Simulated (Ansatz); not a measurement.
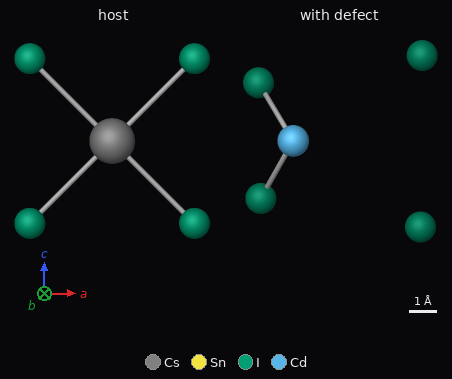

Left: perfect CsSnI₃. Right: the same region with one point defect, after relaxing the atoms in a supercell of 40 sites. A ball-and-stick model of the atoms within 4.6 Å of one point, in a slice 3.4 Å thick across the line of sight, seen along the b axis.

The calculation used DFT, PBEsol, PAW, plane waves (Ansatz). (plane-wave cutoff 420 eV; k-point mesh 1 × 1 × 1; mesh shifted by (0.25, 0.25, 0.25); no spin polarisation) Fermi-Dirac smearing of 0.01 eV. A uniform background neutralises the charged cell. The axes drawn are those of the host's conventional cell.

Q: Which defect is it?

A: A caesium atom is replaced by cadmium.

The charge state of the cell is +1.

Q: What does the relaxation do around it?

A: In the host the Cs atom has ; the Cd atom ends with 5 I at 2.90 to 2.99 Å. Of the host's atoms, an iodine atom moves furthest from its site, by 0.96 Å. The Cd atom itself moves 2.39 Å from where it was put.

Limits of the set-up: the cell is charged, on a uniform background, and energies carry no finite-size correction.
